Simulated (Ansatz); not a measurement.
**AlH$_{3}$···H (doublet): density, localisation and related maps**

The calculation's input:

```
crystal:
  periodic: [false, false, false]
  atoms:
    - { symbol: Al, position_ang: [0.0, 0.0, -0.078681] }
    - { symbol: H, position_ang: [0.0, 0.0, 1.493035] }
    - { symbol: H, position_ang: [1.374042, 0.0, -0.876396] }
    - { symbol: H, position_ang: [-1.374042, 0.0, -0.876396] }
    - { symbol: H, position_ang: [0.0, 0.0, 3.358438] }
magnetization:
  spin_polarized: true
  initial_magnetization: 1
basis:
  gaussian: { orbitals: def2-TZVP }
hamiltonian:
  xc: pbe0
  dispersion: d4
relax:
  f_tol: 0.03
  max_steps: 50
output:
  orbitals: {}
```

Launched as:

```sh
ansatz run input.yaml --threads 2 --pin off --max-ram 3072MiB --backend cpu --events-out ev --progress --plain --runs-dir out
```

The fields are those of the run's last geometry, not of the input's.

The calculation used UKS PBE0-D4/def2-TZVP in Ansatz.

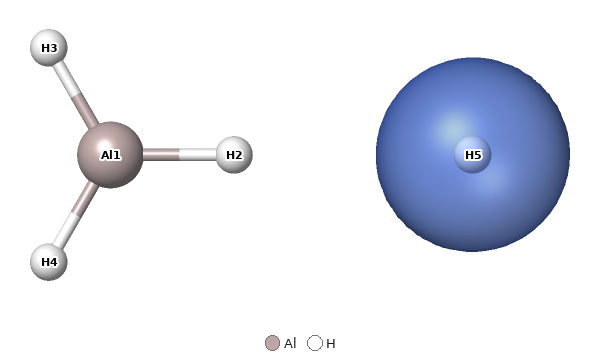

Figure 1. Isosurfaces of the spin density (α minus β) at +0.02 (blue) and −0.02 e/Å³ (red), seen across its widest extent.

Describe the spin distribution.

Answer. The unpaired spin (1 electron) lies mostly on H5 (about 1.0), in electrons by Hirshfeld's partition. Only one sign reaches the isovalue.

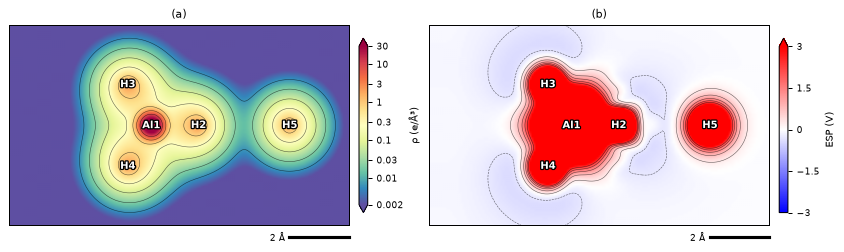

Figure 2. (a) total electron density; (b) molecular electrostatic potential on the molecular plane.

Interpret the plot.

Answer.
- The section cuts through Al and H sites.
- Al–H (1.59 Å): the density is about 0.56 e/Å³ at the midpoint.
- Outside the dense part of the complex the potential is most negative (−0.4 V) near H3 and H4.

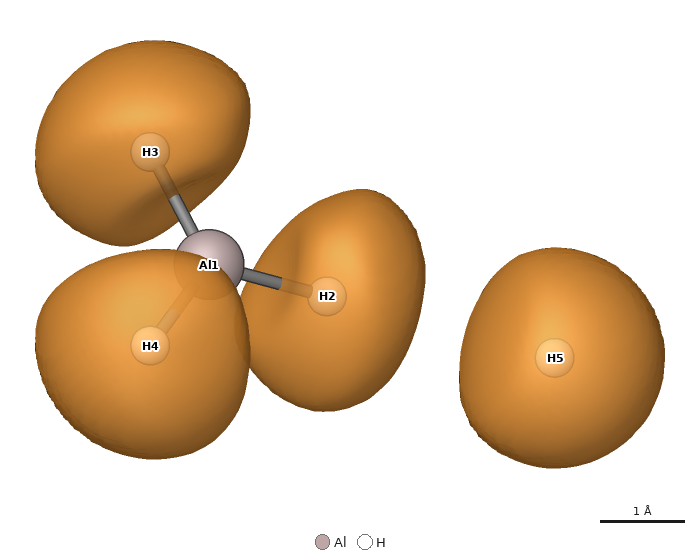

Figure 3. Isosurface of the electron localisation function at 0.85 (orange), seen at a tilt. Core shells and regions of very low density are left out.

What do the ELF domains correspond to?

Answer. The ELF exceeds this value in four regions around hydrogen nuclei. Along the contacts the grid gives the following. Al–H (1.59 Å): the ELF climbs to about 1 towards the hydrogen.

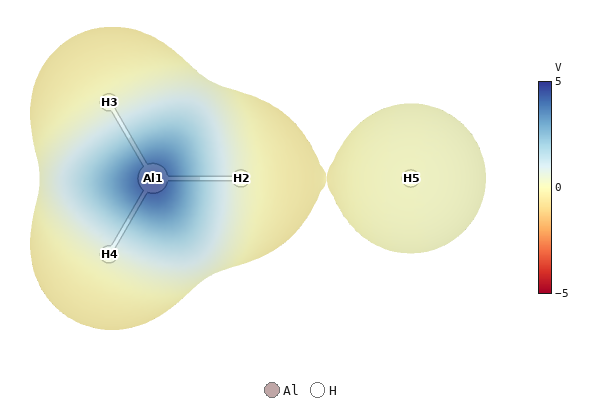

Figure 4. The molecular electrostatic potential painted on the density surface at 0.002 e/bohr³, seen across its widest extent; the colour scale runs from red (negative) to blue (positive).

Describe the electrostatic potential map.

Answer. The most negative region (about −0.4 V, or −9 kcal/mol for a unit charge) lies over H2, H3 and H4, the most positive (about +4.3 V, or +99 kcal/mol for a unit charge) over Al1.
